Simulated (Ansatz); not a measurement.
The starting structures come from a database of crystals and need not be the phases stable at ambient conditions.

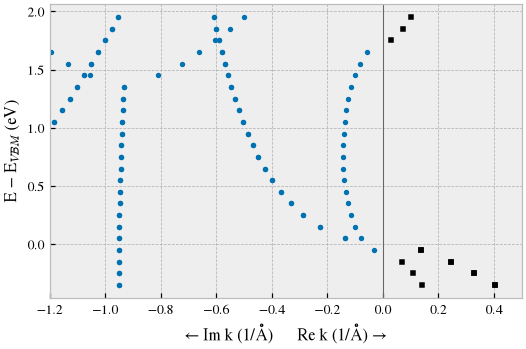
Figure. Complex bands at the centre of the two-dimensional zone; Ansatz (an electronic-structure program) with r2SCAN

The gap is the functional's own. No spin-orbit coupling. Mid-gap values are those at the computed energy nearest the middle.

### Question
This is CuI (P6_3mc, wurtzite, 4 atoms a cell, 27.2 Å³ an atom) along the normal of (001). Read off the slowest decay at the centre of the two-dimensional zone at 0.85 eV, the computed energy nearest the middle of the gap.

### Answer
κ ≈ 0.14 1/Å, a decay length 1/(2κ) of the density of 3.5 Å.
